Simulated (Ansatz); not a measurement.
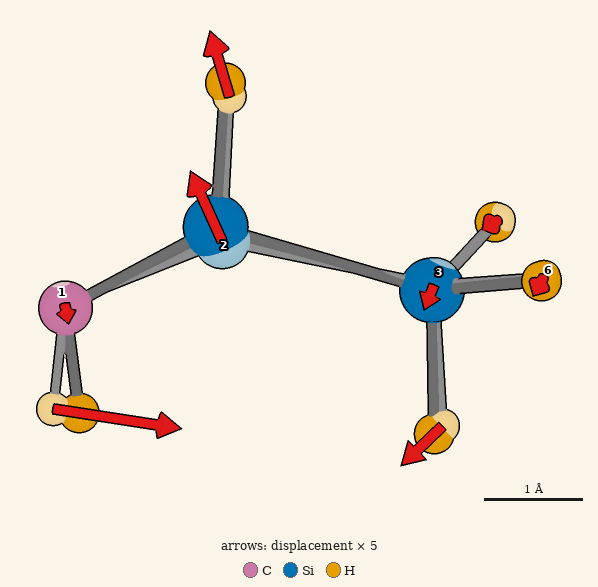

A relaxation of CH$_{5}$Si$_{2}$ (charge −1). The starting structure is drawn faded, the final one solid; red arrows show the displacements, 5 times their true length. The two geometries are superimposed by the best rigid fit.

Style: ball-and-stick. Shown at a tilt.

The run prepares the start of a later molecular dynamics calculation, from a guessed geometry.

All numbers below come from Ansatz 0.2.0, RKS PBE/def2-SVP. (no spin polarisation; force threshold 0.02 eV/Å; at most 40 steps)

> Which element moves most?

Hydrogen: up to 0.28 Å, against 0.17 Å for silicon.

> What did the optimiser do to the structure, and how much energy did it gain?

After 6 geometry steps the energy has fallen by 0.169 eV. The largest force component goes from 1.1 to 0.003 eV/Å. An H atom moves most after the best rigid fit: 0.28 Å. By element the largest moves are H 0.28 Å, Si 0.17 Å, C 0.05 Å. Among the contacts that change: Si–Si 2.284 → 2.389 Å, H–Si 1.502 → 1.532 Å, C–H 1.113 → 1.127 Å, H–Si 1.534 → 1.524 Å. Among the angles between lasting bonds that change: C–Si–Si 146.0° → 134.4°, C–Si–H 112.1° → 120.1°, Si–C–H 115.4° → 109.1°. Cost: 23 s on 1 thread of Arm Neoverse N1 (shared host), peak memory 0.12 GiB.

Limits of the set-up: the basis has no diffuse functions, which an anion needs.
